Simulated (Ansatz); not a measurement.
# Ag+ with HCl: superposition error and deformation

Aim: split the binding of a pair into the counterpoise interaction, the basis-set superposition error and the cost of deforming the fragments.

The runs use Ansatz 0.2.0, Gaussian basis; PBE0-D4 structures, single points in def2-TZVPPD.

Levels: PBE-D4, revPBE-D4, BLYP-D4, r2SCAN-D4, B97M-V, PBE0-D4, B3LYP-D4, HSE06-D4, wB97X-V, wB97M-V, B2PLYP, Hartree-Fock, MP2, CCSD, CCSD(T).

Cores are frozen in the correlated methods. Filled d shells of the heavier atoms are correlated. Core potentials replace the inner electrons past krypton, and spin-orbit coupling is left out. B3LYP uses VWN-RPA correlation. B2PLYP carries no dispersion term here.

129 further runs of the same task are left out: 129 set aside as unsound or not needed.

## 1. Where the work starts

The relaxed pair: 3 atoms, charge 1, spin multiplicity 1.

Atoms are counted from 1 here; the program's logs count them from 0.

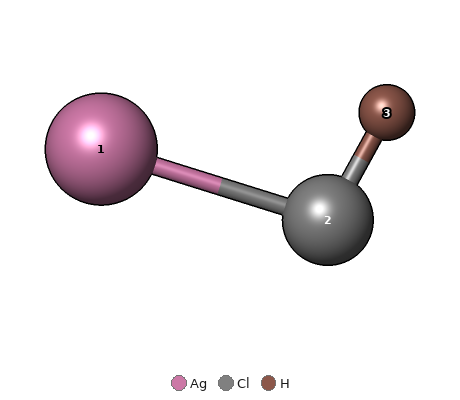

Start geometry, drawn with silver pink, chlorine grey, hydrogen brown; atoms are numbered from 1 in the order of the file.

As a file:

```xyz
3

Ag   -1.1567   -0.6335    1.2280
Cl    0.7536    0.4128   -0.0003
H     0.4030    0.2207   -1.2275
```

Atoms 1 to 1 are fragment A (Ag+), the rest fragment B (HCl). From earlier runs, pair energy (eV) and counterpoise interaction (kJ/mol):

```tsv
method	E(pair)	interaction
PBE-D4	-16527.11001	-107.75
revPBE-D4	-16531.44509	-95.06
BLYP-D4	-16531.03523	-103.85
r2SCAN-D4	-16532.40176	-105.45
B97M-V	-16528.48040	-97.14
PBE0-D4	-16527.83604	-93.00
B3LYP-D4	-16533.95086	-94.16
HSE06-D4	-16527.60170	-92.96
wB97X-V	-16529.54054	-85.12
wB97M-V	-16529.68531	-85.02
B2PLYP	-16526.22974	-83.71
MP2	-16512.80322	-78.84
CCSD(T)	-16513.25666	-72.24
```

First each fragment is run alone in its own basis, frozen in the shape it has in the pair (a, b).

## 2. wB97X-V/def2-TZVPPD

a/in.yaml reads:

```yaml
crystal:
  periodic: [false, false, false]
  atoms:
    - {symbol: Ag, position_ang: [-1.156687, -0.633512, 1.227952]}
basis:
  gaussian: {orbitals: "def2-TZVPPD.json"}
total_charge: 1
hamiltonian: {xc: {name: wB97X-V}}
```

b/in.yaml reads:

```yaml
crystal:
  periodic: [false, false, false]
  atoms:
    - {symbol: Cl, position_ang: [0.753639, 0.412772, -0.000307]}
    - {symbol: H, position_ang: [0.403048, 0.220741, -1.227545]}
basis:
  gaussian: {orbitals: "def2-TZVPPD.json"}
hamiltonian: {xc: {name: wB97X-V}}
```

The basis file named in the input lies beside it (Basis Set Exchange, JSON).

The same command starts each run, in its folder.

Run with:

```sh
ansatz run in.yaml --threads 2 --pin off --events-out ev --progress --plain --max-ram 5222MiB
```

a printed:

```text
Functional definition: wB97X-V
  name "wB97X-V"
  cite "Mardirossian & Head-Gordon, Phys. Chem. Chem. Phys. 16, 9904 (2014) doi:10.1039/C3CP54374A"
  cite "Becke, J. Chem. Phys. 107, 8554 (1997) doi:10.1063/1.475007"
  cite "Vydrov & Van Voorhis, J. Chem. Phys. 133, 244103 (2010) doi:10.1063/1.3521275"
  parameter omega = 0.3/bohr
  parameter cx = 0.167
  parameter cx1 = 0.603
  parameter cx2 = 1.194
  parameter css0 = 0.556
  parameter css1 = -0.257
  parameter cos0 = 1.219
  parameter cos1 = -1.850
  parameter b = 6.0
  parameter c = 0.01
  exchange = spin_sum(e_x_unif_sr(omega)*poly(b97_u_x, 1 - cx, cx1, cx2)) + cx*exact_x_sr(omega) + exact_x_lr(omega)
  correlation = spin_sum(e_c_pw_same_spin*poly(b97_u_same, css0, css1))
      + integral(e_c_pw_opposite_spin*poly(b97_u_opposite, cos0, cos1)) + vv10(b, c)
362 factors; their error is unknown
69 factors; integrals over basis functions are off by at most 2.3e-5 eV
mean field evaluation 1: about -3982.2798 eV, gradient 8.4e1 eV
mean field evaluation 2: about -3981.8097 eV, gradient 9.2e1 eV
mean field evaluation 4: about -3990.9912 eV, gradient 3.4e-1 eV
mean field evaluation 8: about -3991.0098 eV, gradient 1.8e-4 eV
mean field -3991.00975581 eV, -146.6669033224 hartree, gradient 1.9e-5 eV, S^2 0.000000; 0 other end points of the search recorded, 0 dependent functions left out
reference -3991.00975513 eV, -146.6669032973 hartree; 9, 9 occupied and 47, 47 virtual orbitals, 362 factors
Total energy: -3991.00975513 eV, -146.6669032973 hartree
```

b printed, cut to the lines that bear on the results:

```text
[... 5 set-up lines as earlier in the session ...]
[...]
      + integral(e_c_pw_opposite_spin*poly(b97_u_opposite, cos0, cos1)) + vv10(b, c)
386 factors; their error is unknown
85 factors; integrals over basis functions are off by at most 5.7e-5 eV
[...]
mean field -12537.64573193 eV, -460.7499823268 hartree, gradient 1.8e-5 eV, S^2 0.000000; 0 other end points of the search recorded, 0 dependent functions left out
reference -12537.64572964 eV, -460.7499822429 hartree; 9, 9 occupied and 59, 59 virtual orbitals, 386 factors
Total energy: -12537.64572964 eV, -460.7499822429 hartree
```

Wall times: 0.65 s (a), 0.6 s (b) on 2 threads of AMD EPYC 7R13, shared host.

## 3. wB97M-V/def2-TZVPPD

Each input of step 2 (a, b) changes in the same lines:

```diff
-hamiltonian: {xc: {name: wB97X-V}}
+hamiltonian: {xc: {name: wB97M-V}}
```

The same command starts each run, in its folder.

Run with:

```sh
ansatz run in.yaml --threads 2 --pin off --events-out ev --progress --plain --max-ram 5222MiB
```

a printed, cut to the lines that bear on the results:

```text
Functional definition: wB97M-V
  name "wB97M-V"
  cite "Mardirossian & Head-Gordon, J. Chem. Phys. 144, 214110 (2016) doi:10.1063/1.4952647"
[... 2 set-up lines as earlier in the session ...]
  # Of w^i u^j: cxij and so on, Table III.
[...]
  gx(w, u) = 1 - cx + cx01*u + cx10*w
  gss(w, u) = css00 + css04*u^4 + css10*w + css20*w^2 + css43*w^4*u^3
  gos(w, u) = cos00 + cos10*w + (cos20 + cos21*u)*w^2 + (cos60 + cos61*u)*w^6
[...]
      + integral(e_c_pw_mod_opposite_spin*gos(b97_w_opposite, b97_u_opposite)) + vv10(b, c)
357 factors; their error is unknown
69 factors; integrals over basis functions are off by at most 2.3e-5 eV
[...]
mean field -3990.02301799 eV, -146.6306413764 hartree, gradient 1.8e-5 eV, S^2 0.000000; 0 other end points of the search recorded, 0 dependent functions left out
reference -3990.02303441 eV, -146.6306419796 hartree; 9, 9 occupied and 47, 47 virtual orbitals, 357 factors
Total energy: -3990.02303441 eV, -146.6306419796 hartree
```

b printed, cut to the lines that bear on the results:

```text
[... 5 set-up lines as earlier in the session ...]
  # Of w^i u^j: cxij and so on, Table III.
[...]
  gx(w, u) = 1 - cx + cx01*u + cx10*w
  gss(w, u) = css00 + css04*u^4 + css10*w + css20*w^2 + css43*w^4*u^3
  gos(w, u) = cos00 + cos10*w + (cos20 + cos21*u)*w^2 + (cos60 + cos61*u)*w^6
[...]
      + integral(e_c_pw_mod_opposite_spin*gos(b97_w_opposite, b97_u_opposite)) + vv10(b, c)
386 factors; their error is unknown
85 factors; integrals over basis functions are off by at most 5.7e-5 eV
[...]
mean field -12538.77773936 eV, -460.7915828326 hartree, gradient 1.8e-5 eV, S^2 0.000000; 0 other end points of the search recorded, 0 dependent functions left out
reference -12538.77779792 eV, -460.7915849849 hartree; 9, 9 occupied and 59, 59 virtual orbitals, 386 factors
Total energy: -12538.77779792 eV, -460.7915849849 hartree
```

They took 0.92 s (a), 0.65 s (b) on 2 threads of AMD EPYC 7R13, shared host.

## 4. B2PLYP/def2-TZVPPD

Each input of step 3 (a, b) changes in the same lines:

```diff
-hamiltonian: {xc: {name: wB97M-V}}
+hamiltonian: {xc: {name: B2PLYP}}
```

The same command starts each run, in its folder.

Run with:

```sh
ansatz run in.yaml --threads 2 --pin off --events-out ev --progress --plain --max-ram 5222MiB
```

Log of a:

```text
Functional definition: B2PLYP
  name "B2PLYP"
  cite "Grimme, J. Chem. Phys. 124, 034108 (2006) doi:10.1063/1.2148954"
  cite "Becke, Phys. Rev. A 38, 3098 (1988) doi:10.1103/PhysRevA.38.3098"
  cite "Lee, Yang & Parr, Phys. Rev. B 37, 785 (1988) doi:10.1103/PhysRevB.37.785"
  parameter a = 0.53
  parameter c = 0.27
  exchange = (1 - a)*b88_x + a*exact_x
  correlation = (1 - c)*lyp_c + c*(mp2_os + mp2_ss)
395 factors; integrals over basis functions are off by at most 2.0e-4 eV
mean field evaluation 1: about -3975.9144 eV, gradient 8.2e1 eV
mean field evaluation 2: about -3975.9140 eV, gradient 8.2e1 eV
mean field evaluation 4: about -3984.2346 eV, gradient 8.3e-1 eV
mean field evaluation 8: about -3984.2332 eV, gradient 1.1e-2 eV
mean field -3984.23320043 eV, -146.4178695057 hartree, gradient 5.3e-6 eV, S^2 0.000000; 0 other end points of the search recorded, 0 dependent functions left out
reference -3984.23326793 eV, -146.4178719862 hartree; 9, 9 occupied and 47, 47 virtual orbitals, 395 factors
second order -18.96427897 eV of doubles, -0.00000000 eV of singles
Total energy: -3989.35362325 eV, -146.6060415735 hartree
```

b printed, cut to the lines that bear on the results:

```text
[... 5 set-up lines as earlier in the session ...]
[...]
386 factors; integrals over basis functions are off by at most 1.1e-3 eV
[...]
mean field -12534.16445675 eV, -460.6220478238 hartree, gradient 1.1e-6 eV, S^2 0.000000; 0 other end points of the search recorded, 0 dependent functions left out
5 core orbitals not correlated: weight in the atoms' cores, before any rotation towards them, 1.000 or more for the frozen orbitals, at most 0.000 for the correlated occupied ones
reference -12534.16458113 eV, -460.6220523945 hartree; 4, 4 occupied and 59, 59 virtual orbitals, 386 factors
second order -6.75481947 eV of doubles, -0.00000000 eV of singles
Total energy: -12535.98838238 eV, -460.6890758544 hartree
```

Wall times: 0.55 s (a), 0.35 s (b) on 2 threads of AMD EPYC 7R13, shared host.

## 5. B97M-V/def2-TZVPPD

The same edit goes into each in.yaml of step 4 (a, b):

```diff
-hamiltonian: {xc: {name: B2PLYP}}
+hamiltonian: {xc: {name: B97M-V}}
```

One command serves all of them, each in its own folder.

Run with:

```sh
ansatz run in.yaml --threads 2 --pin off --events-out ev --progress --plain --max-ram 5222MiB
```

a printed, cut to the lines that bear on the results:

```text
Functional definition: B97M-V
  name "B97M-V"
  cite "Mardirossian & Head-Gordon, J. Chem. Phys. 142, 074111 (2015) doi:10.1063/1.4907719"
[... 2 set-up lines as earlier in the session ...]
  # Of w^i u^j: cxij and so on, Table III.
[...]
  gx(w, u) = cx00 + cx01*u + cx02*u^2 + (cx10 + cx11*u)*w
  gss(w, u) = css00 + css02*u^2 + css10*w + (css32*w^3 + css42*w^4)*u^2
  gos(w, u) = cos00 + cos01*u + cos03*u^3 + cos10*w + cos32*w^3*u^2
[...]
      + integral(e_c_pw_mod_opposite_spin*gos(b97_w_opposite, b97_u_opposite)) + vv10(b, c)
344 factors; their error is unknown
[...]
mean field -3991.21138221 eV, -146.6743129561 hartree, gradient 4.7e-6 eV, S^2 0.000000; 0 other end points of the search recorded, 0 dependent functions left out
reference -3991.21140216 eV, -146.6743136891 hartree; 9, 9 occupied and 47, 47 virtual orbitals, 344 factors
Total energy: -3991.21140216 eV, -146.6743136891 hartree
```

b printed, cut to the lines that bear on the results:

```text
[... 5 set-up lines as earlier in the session ...]
  # Of w^i u^j: cxij and so on, Table III.
[...]
  gx(w, u) = cx00 + cx01*u + cx02*u^2 + (cx10 + cx11*u)*w
  gss(w, u) = css00 + css02*u^2 + css10*w + (css32*w^3 + css42*w^4)*u^2
  gos(w, u) = cos00 + cos01*u + cos03*u^3 + cos10*w + cos32*w^3*u^2
[...]
      + integral(e_c_pw_mod_opposite_spin*gos(b97_w_opposite, b97_u_opposite)) + vv10(b, c)
383 factors; their error is unknown
[...]
mean field -12536.25967015 eV, -460.6990454960 hartree, gradient 4.1e-5 eV, S^2 0.000000; 0 other end points of the search recorded, 0 dependent functions left out
reference -12536.25974126 eV, -460.6990481091 hartree; 9, 9 occupied and 59, 59 virtual orbitals, 383 factors
Total energy: -12536.25974126 eV, -460.6990481091 hartree
```

Times: 0.7 s (a), 0.6 s (b) on 2 threads of AMD EPYC 7R13, shared host.

## 6. CCSD(T)/def2-TZVPPD

Each input of step 5 (a, b) changes in the same lines:

```diff
-hamiltonian: {xc: {name: B97M-V}}
+correlation: {method: ccsd_t}
```

One command serves all of them, each in its own folder.

Run with:

```sh
ansatz run in.yaml --threads 2 --pin off --events-out ev --progress --plain --max-ram 5222MiB
```

Output in a, cut to the lines that bear on the results:

```text
Functional definition: HF
  name "HF"
  cite "Fock, Z. Phys. 61, 126 (1930) doi:10.1007/BF01340294"
  parent pbe
[...]
395 factors; integrals over basis functions are off by at most 2.0e-4 eV
[...]
mean field -3969.68647865 eV, -145.8832873401 hartree, gradient 2.5e-7 eV, S^2 0.000000; 0 other end points of the search recorded, 0 dependent functions left out
reference -3969.68647865 eV, -145.8832873401 hartree; 9, 9 occupied and 47, 47 virtual orbitals, 395 factors
second order -16.71325402 eV of doubles, -0.00000000 eV of singles
cycle   1  -15.76527861 eV  change    9.5e-1 eV  update   5.8e-2
[...]
cycle   6  -16.05026459 eV  change   -5.5e-6 eV  update   2.0e-5
perturbative correction -0.39627891 eV, -0.0145629813 hartree
Total energy: -3986.13302214 eV, -146.4876866657 hartree
```

Output in b, cut to the lines that bear on the results:

```text
[... 4 set-up lines as earlier in the session ...]
[...]
386 factors; integrals over basis functions are off by at most 1.1e-3 eV
[...]
mean field -12519.94862089 eV, -460.0996254919 hartree, gradient 2.6e-6 eV, S^2 0.000000; 0 other end points of the search recorded, 0 dependent functions left out
5 core orbitals not correlated: weight in the atoms' cores, before any rotation towards them, 1.000 or more for the frozen orbitals, at most 0.000 for the correlated occupied ones
reference -12519.94862089 eV, -460.0996254919 hartree; 4, 4 occupied and 59, 59 virtual orbitals, 386 factors
second order -5.58320100 eV of doubles, -0.00000000 eV of singles
cycle   1  -5.99745052 eV  change   -4.1e-1 eV  update   4.0e-2
[...]
cycle   8  -6.14102143 eV  change    1.2e-6 eV  update   3.3e-6
perturbative correction -0.22677985 eV, -0.0083340056 hartree
Total energy: -12526.31642217 eV, -460.3336378726 hartree
```

Wall times: 0.45 s (a), 0.35 s (b) on 2 threads of AMD EPYC 7R13, shared host.

## 7. Relaxing HCl alone

relax-b/in.yaml reads:

```yaml
crystal:
  periodic: [false, false, false]
  atoms:
    - {symbol: Cl, position_ang: [0.753639, 0.412772, -0.000307]}
    - {symbol: H, position_ang: [0.403048, 0.220741, -1.227545]}
basis:
  gaussian: {orbitals: def2-TZVP}
hamiltonian: {xc: pbe0, dispersion: d4}
relax: {f_tol: 0.005, max_steps: 200}
```

Run with:

```sh
ansatz run in.yaml --threads 2 --pin off --events-out ev --progress --plain --max-ram 5222MiB
```

Standard output, cut to the lines that bear on the results:

```text
Functional definition: PBE0
  name "PBE0"
  cite "Adamo & Barone, J. Chem. Phys. 110, 6158 (1999) doi:10.1063/1.478522"
  cite "Perdew, Burke & Ernzerhof, Phys. Rev. Lett. 77, 3865 (1996) doi:10.1103/PhysRevLett.77.3865"
[... 1 set-up line as earlier in the session ...]
[...]
312 factors; their error is unknown
[...]
mean field -12535.31423211 eV, -460.6643012889 hartree, gradient 4.2e-5 eV, S^2 0.000000; 0 other end points of the search recorded, 0 dependent functions left out
[...]
reference -12535.31424752 eV, -460.6643018550 hartree; 9, 9 occupied and 34, 34 virtual orbitals, 312 factors
relax step   1: F+E_penalty+E_count = -12535.31881930 eV  Δ(F+E_penalty+E_count) = +0.000e0 eV  max|allowed force component| = 3.526e-1 eV/Å  Δτ_max = 0.0000 Å  (21 SCF iters, accepted)
[...]
relax step   2: F+E_penalty+E_count = -12535.32067567 eV  Δ(F+E_penalty+E_count) = -1.856e-3 eV  max|allowed force component| = 1.440e-1 eV/Å  Δτ_max = 0.0035 Å  (24 SCF iters, accepted)
[...]
relax step   3: F+E_penalty+E_count = -12535.32103618 eV  Δ(F+E_penalty+E_count) = -3.605e-4 eV  max|allowed force component| = 2.821e-3 eV/Å  Δτ_max = 0.0024 Å  (25 SCF iters, accepted)
312 factors; their error is unknown
[...]
mean field -12535.31645834 eV, -460.6643831014 hartree, gradient 1.0e-5 eV, S^2 0.000000; 1 other end points of the search recorded, 0 dependent functions left out
[...]
reference -12535.31647369 eV, -460.6643836653 hartree; 9, 9 occupied and 34, 34 virtual orbitals, 312 factors
Total energy: -12535.32105152 eV, -460.6645518977 hartree
Atom 0 at     0.752020     0.411885    -0.005974 Å, force     0.000806     0.000441     0.002821 eV/Å
Atom 1 at     0.404667     0.221628    -1.221878 Å, force    -0.000806    -0.000441    -0.002821 eV/Å
Dipole moment:    -0.071328    -0.039069    -0.249684 e Å
```

Run time: 0.6 s. Hardware: 2 threads of AMD EPYC 7R13, shared host.

Step by step:

```tsv
step	energy from step 1 (eV)	largest force component (eV/Å)
1	0.0000	0.3526
2	-0.0019	0.1440
3	-0.0022	0.0028
```

The bond:

```tsv
bond	before (Å)	after (Å)	change (Å)
Cl1–H2	1.291	1.279	-0.012
```

## 8. PBE-D4/def2-TZVPPD

free-b/in.yaml reads:

```yaml
crystal:
  periodic: [false, false, false]
  atoms:
    - {symbol: Cl, position_ang: [0.752020, 0.411885, -0.005974]}
    - {symbol: H, position_ang: [0.404667, 0.221628, -1.221878]}
basis:
  gaussian: {orbitals: "def2-TZVPPD.json"}
hamiltonian: {xc: pbe, dispersion: d4}
```

Run with:

```sh
ansatz run in.yaml --threads 2 --pin off --events-out ev --progress --plain --max-ram 5222MiB
```

Standard output:

```text
Functional definition: PBE
  name "PBE"
[... 2 set-up lines as earlier in the session ...]
  parameter kappa = 0.804
  parameter beta = 0.06672455060314922
  exchange = pbe_x(kappa = kappa, mu = beta*pi^2/3)
  correlation = pbe_c(beta = beta)
383 factors; their error is unknown
mean field evaluation 1: about -12534.0090 eV, gradient 1.2e1 eV
mean field evaluation 2: about -12533.9598 eV, gradient 1.4e1 eV
mean field evaluation 4: about -12534.3624 eV, gradient 4.8e-1 eV
mean field evaluation 8: about -12534.3558 eV, gradient 4.1e-3 eV
mean field -12534.35577129 eV, -460.6290785034 hartree, gradient 5.2e-5 eV, S^2 0.000000; 0 other end points of the search recorded, 0 dependent functions left out
reference -12534.35582004 eV, -460.6290802949 hartree; 9, 9 occupied and 59, 59 virtual orbitals, 383 factors
Total energy: -12534.36148111 eV, -460.6292883356 hartree
```

It took 0.2 s on 2 threads of AMD EPYC 7R13, shared host.

## 9. r2SCAN-D4/def2-TZVPPD

Changes to free-b/in.yaml since step 8:

```diff
@@ -7,2 +7,2 @@
   gaussian: {orbitals: "def2-TZVPPD.json"}
-hamiltonian: {xc: pbe, dispersion: d4}
+hamiltonian: {xc: r2scan, dispersion: d4}
```

Run with:

```sh
ansatz run in.yaml --threads 2 --pin off --events-out ev --progress --plain --max-ram 5222MiB
```

Standard output:

```text
Functional definition: r2SCAN
  name "r2SCAN"
  cite "Furness, Kaplan, Ning, Perdew & Sun, J. Phys. Chem. Lett. 11, 8208 (2020) doi:10.1021/acs.jpclett.0c02405"
  cite "Furness, Kaplan, Ning, Perdew & Sun, J. Phys. Chem. Lett. 11, 9248 (2020) doi:10.1021/acs.jpclett.0c03077"
  parent r2scan
  parameter k0 = 0.174
  parameter k1 = 0.065
  parameter a1 = 4.9479
  exchange = r2scan_x(k0 = k0, k1 = k1, a1 = a1)
  correlation = r2scan_c
383 factors; their error is unknown
mean field evaluation 1: about -12538.3982 eV, gradient 1.1e1 eV
mean field evaluation 2: about -12538.4537 eV, gradient 1.1e1 eV
mean field evaluation 4: about -12538.6583 eV, gradient 2.8e-1 eV
mean field evaluation 8: about -12538.6509 eV, gradient 1.7e-3 eV
mean field -12538.65085265 eV, -460.7869198321 hartree, gradient 4.4e-6 eV, S^2 0.000000; 0 other end points of the search recorded, 0 dependent functions left out
reference -12538.65086963 eV, -460.7869204562 hartree; 9, 9 occupied and 59, 59 virtual orbitals, 383 factors
Total energy: -12538.65213556 eV, -460.7869669782 hartree
```

It took 0.45 s on 2 threads of AMD EPYC 7R13, shared host.

## 10. PBE0-D4/def2-TZVPPD

Changes to free-b/in.yaml since step 9:

```diff
@@ -7,2 +7,3 @@
   gaussian: {orbitals: "def2-TZVPPD.json"}
-hamiltonian: {xc: r2scan, dispersion: d4}
+hamiltonian: {xc: pbe0, dispersion: d4}
+output: {orbitals: {seedname: orbitals}}
```

Run with:

```sh
ansatz run in.yaml --threads 2 --pin off --events-out ev --progress --plain --max-ram 5222MiB
```

Standard output, cut to the lines that bear on the results:

```text
[... 5 set-up lines as earlier in the session ...]
  parameter a = 0.25
[... 2 set-up lines as earlier in the session ...]
  exchange = (1 - a)*pbe_x(kappa = kappa, mu = beta*pi^2/3) + a*exact_x
[... 1 set-up line as earlier in the session ...]
393 factors; their error is unknown
mean field evaluation 1: about -12535.1224 eV, gradient 9.5e0 eV
mean field evaluation 2: about -12535.1961 eV, gradient 9.0e0 eV
mean field evaluation 4: about -12535.3440 eV, gradient 3.0e-1 eV
mean field evaluation 8: about -12535.3795 eV, gradient 9.9e-4 eV
mean field -12535.37950778 eV, -460.6667001256 hartree, gradient 1.8e-5 eV, S^2 0.000000; 0 other end points of the search recorded, 0 dependent functions left out
reference -12535.37954318 eV, -460.6667014266 hartree; 9, 9 occupied and 59, 59 virtual orbitals, 393 factors
Total energy: -12535.38412102 eV, -460.6668696590 hartree
```

Wall time 0.25 s (2 threads of AMD EPYC 7R13, shared host).

## 11. B3LYP-D4/def2-TZVPPD

Changes to free-b/in.yaml since step 10:

```diff
@@ -7,3 +7,2 @@
   gaussian: {orbitals: "def2-TZVPPD.json"}
-hamiltonian: {xc: pbe0, dispersion: d4}
-output: {orbitals: {seedname: orbitals}}
+hamiltonian: {xc: {name: B3LYP}, dispersion: d4}
```

Run with:

```sh
ansatz run in.yaml --threads 2 --pin off --events-out ev --progress --plain --max-ram 5222MiB
```

Standard output:

```text
Functional definition: B3LYP
  name "B3LYP"
  cite "Stephens, Devlin, Chabalowski & Frisch, J. Phys. Chem. 98, 11623 (1994) doi:10.1021/j100096a001"
[... 2 set-up lines as earlier in the session ...]
  cite "Vosko, Wilk & Nusair, Can. J. Phys. 58, 1200 (1980) doi:10.1139/p80-159"
  parameter a0 = 0.2
  parameter ax = 0.72
  parameter ac = 0.81
  exchange = (1 - a0 - ax)*slater_x + ax*b88_x + a0*exact_x
  correlation = (1 - ac)*vwn_rpa_c + ac*lyp_c
393 factors; their error is unknown
mean field evaluation 1: about -12539.7413 eV, gradient 1.1e1 eV
mean field evaluation 2: about -12539.7815 eV, gradient 1.1e1 eV
mean field evaluation 4: about -12540.0074 eV, gradient 3.4e-1 eV
mean field evaluation 8: about -12540.0339 eV, gradient 7.8e-4 eV
mean field -12540.03387193 eV, -460.8377448530 hartree, gradient 2.3e-5 eV, S^2 0.000000; 0 other end points of the search recorded, 0 dependent functions left out
reference -12540.03407444 eV, -460.8377522952 hartree; 9, 9 occupied and 59, 59 virtual orbitals, 393 factors
Total energy: -12540.04326092 eV, -460.8380898921 hartree
```

Run time: 0.3 s. Hardware: 2 threads of AMD EPYC 7R13, shared host.

[end of part 1 of 2]
